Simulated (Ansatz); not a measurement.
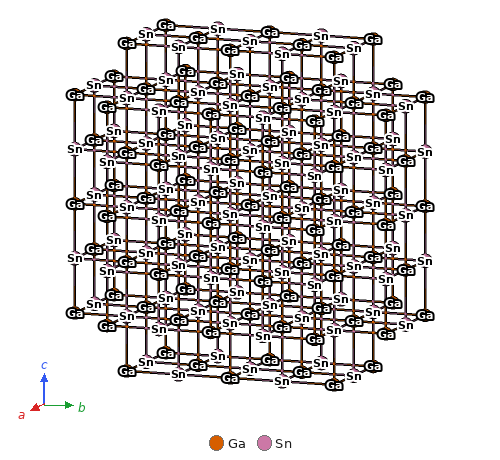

The compound is GaSn (space group Fm-3m, No. 225), taken as the input geometry of an electronic-structure calculation (not necessarily at equilibrium); the starting structure was generated, so it need not be a known form of this composition.

Bonds are taken as Ga–Sn below 3.3 Å; no other contact counts. The graph is simplified in the usual way: terminal and isolated atoms are pruned, two-connected atoms become edges.

### What kind of net remains, and which atoms are its nodes?

A uninodal 6-connected, three-periodic net: Ga and Sn are 6-connected nodes.

### Does the net have a name?

It is the pcu net, known from NaCl, ReO3 and the B-X framework of perovskite.

### Is the net interpenetrated?

It is a single net, without interpenetration.

### Give the first eight terms of the coordination sequence (nodes one, two, three … edges away).

Ga and Sn: 6, 18, 38, 66, 102, 146, 198, 258.

### How many nodes does the smallest cycle have?

Four.

The simplified net, drawn on the atoms' positions. Nodes are coloured by element. Short stubs are edges that leave the cut-out.

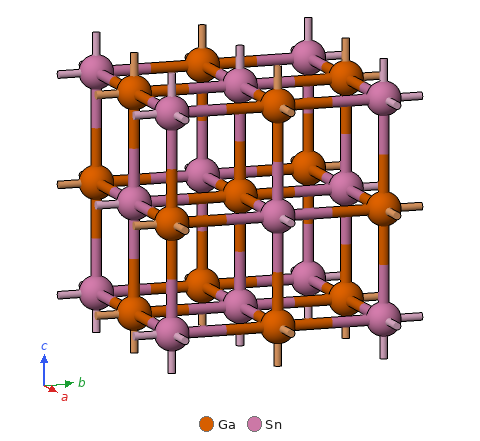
